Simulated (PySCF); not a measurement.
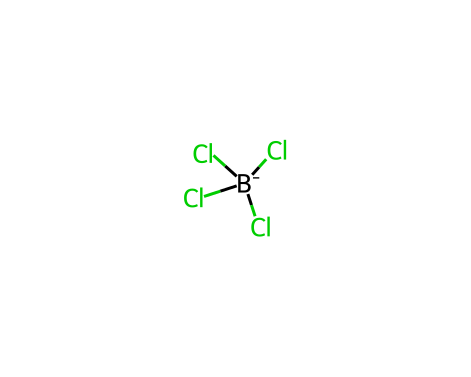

The species has charge −1 and is a spin singlet. Computed geometry: PBE0-D3(BJ)/def2-SVP optimisation. No frequency run is at hand to confirm it as a minimum. Program: PySCF 2.14.0.

Tabulate HOMO energy (eV) at these levels: B3LYP/pcSseg-2; B97-D/pcSseg-2; BLYP/pcSseg-2; BP86/pcSseg-2; HF/pcSseg-2; KT2/pcSseg-2; KT3/pcSseg-2; LDA/pcSseg-2; OPBE/pcSseg-2; PBE/pcSseg-2; PBE0/pcSseg-2; mPW1PW91/pcSseg-2.

| level | HOMO energy (eV) |
| --- | --- |
| B3LYP/pcSseg-2 | −3.43 |
| B97-D/pcSseg-2 | −2.31 |
| BLYP/pcSseg-2 | −2.14 |
| BP86/pcSseg-2 | −2.42 |
| HF/pcSseg-2 | −7.02 |
| KT2/pcSseg-2 | −2.42 |
| KT3/pcSseg-2 | −2.41 |
| LDA/pcSseg-2 | −2.47 |
| OPBE/pcSseg-2 | −2.31 |
| PBE/pcSseg-2 | −2.31 |
| PBE0/pcSseg-2 | −3.72 |
| mPW1PW91/pcSseg-2 | −3.74 |
